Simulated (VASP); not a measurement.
Band structure of Nb3Si (space group Pm-3m). Level of theory: PBEsol GGA, VASP's PBE PAW potentials (set 64) (plane waves; VASP).

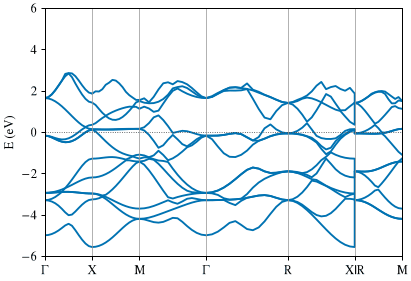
Figure: Bands along high-symmetry lines, zero at the valence-band maximum or, without a gap, the Fermi level

### Question
Read the plot: is there a gap, and where are the band edges?

### Answer
It has no gap at this level: it comes out as a metal or semimetal. (Edges off the drawn lines would not show.)

The structure comes from a computed database's Nb3Si entry (Pm-3m); how it stands against other phases isn't given here. It was relaxed first. The electron count is odd and the run is not spin-polarised, which forces a metal.
